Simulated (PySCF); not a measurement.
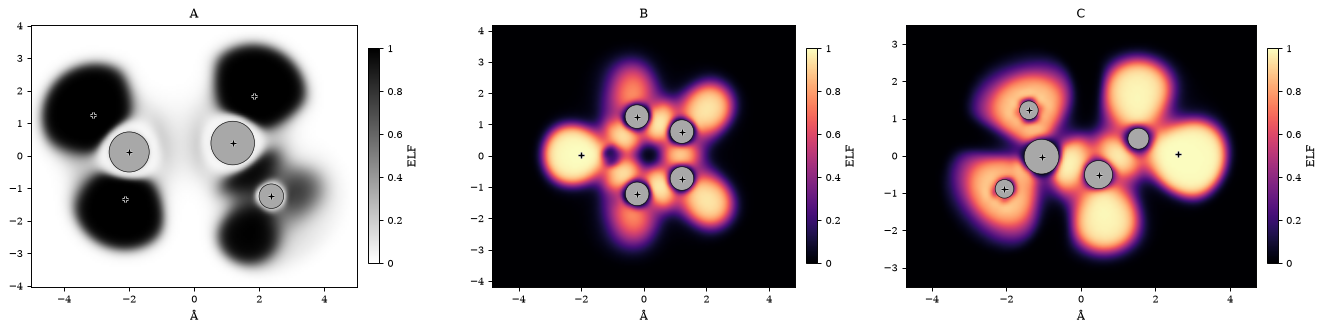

The electron localisation function of 3 systems, each on a plane through atoms (crosses mark nuclei in the plane; grey discs cover the cores).

Method: PBE0/pcSseg-1, SCF density, gas phase, non-relativistic in PySCF.

System 1: CH6Al2Cl2, the plane of atoms C1, Al2 and H9. Geometry: GFN2-xTB, MD frame at 250 fs, 400 K.

```
atom    x (Å)    y (Å)    z (Å)
   C  -2.0777  -1.2131  -0.7817
  Al  -0.7628   0.2586  -0.3535
  Cl   0.5232  -0.0168   1.4163
  Al   2.2990  -0.3984   0.2822
  Cl   1.1416   0.1404  -1.4744
   H  -2.2776  -1.1856  -1.8463
   H  -2.9702  -1.0497  -0.2462
   H  -1.7513  -2.2113  -0.3388
   H  -1.2583   1.7755  -0.3567
   H   2.2535  -1.8650   0.3160
   H   3.4752   0.5770   0.6866
```

System 2: C2H5BF2, the plane of atoms F4, B3 and F5. Geometry: GFN2-xTB, MD frame at 250 fs, 300 K.

| atom | x (Å) | y (Å) | z (Å) |
| --- | --- | --- | --- |
| C | -1.2331 | -0.3628 | -0.1704 |
| C | -0.0270 | 0.4740 | 0.1605 |
| B | 1.3953 | -0.2919 | 0.1894 |
| F | 1.5005 | -1.5488 | 0.4572 |
| F | 2.5301 | 0.3723 | 0.1086 |
| H | -2.1984 | 0.2402 | -0.1761 |
| H | -1.1374 | -0.9240 | -1.0920 |
| H | -1.4288 | -1.1242 | 0.6470 |
| H | 0.0238 | 1.2537 | -0.6027 |
| H | -0.1867 | 0.8922 | 1.1443 |

System 3: C7H11N, the plane of atoms C5, C6 and C8. Geometry: GFN2-xTB.

```yaml
atoms:
  - { symbol: H, position_ang: [-2.5405, 1.8702, 1.2343] }
  - { symbol: N, position_ang: [-2.0788, 1.3436, 0.4967] }
  - { symbol: C, position_ang: [-1.5667, 0.2522, 0.8418] }
  - { symbol: C, position_ang: [-0.8928, -0.6539, -0.1440] }
  - { symbol: C, position_ang: [0.3695, -1.3198, 0.4411] }
  - { symbol: C, position_ang: [1.5298, -0.5139, -0.0981] }
  - { symbol: C, position_ang: [1.4484, 0.9744, 0.0620] }
  - { symbol: C, position_ang: [1.0360, 0.3349, -1.2299] }
  - { symbol: C, position_ang: [-0.4436, 0.0824, -1.4180] }
  - { symbol: H, position_ang: [-1.6011, -0.1525, 1.8663] }
  - { symbol: H, position_ang: [-1.6399, -1.4197, -0.3826] }
  - { symbol: H, position_ang: [0.3481, -1.3349, 1.5327] }
  - { symbol: H, position_ang: [0.4517, -2.3516, 0.0936] }
  - { symbol: H, position_ang: [2.4988, -0.9918, -0.1172] }
  - { symbol: H, position_ang: [0.6824, 1.3879, 0.6985] }
  - { symbol: H, position_ang: [2.3741, 1.5301, 0.0767] }
  - { symbol: H, position_ang: [1.6292, 0.5077, -2.1161] }
  - { symbol: H, position_ang: [-0.6015, -0.5401, -2.2999] }
  - { symbol: H, position_ang: [-1.0130, 1.0042, -1.5303] }
```

Match each panel to its system.

Panel A is system 1, CH6Al2Cl2: the plane holds C, Al and H. C–Al (2.02 Å): the ELF peaks at about 0.95 between the atoms: a polar covalent bond. Panel B is system 3, C7H11N: the plane holds C and H. C–C (1.50 Å): the ELF peaks at about 0.85 between the atoms (a shared electron pair). Panel C is system 2, C2H5BF2: the plane holds C, B, F and H. B–F (1.29 Å): the ELF peaks at about 0.85 between the atoms, as expected for a polar covalent bond.
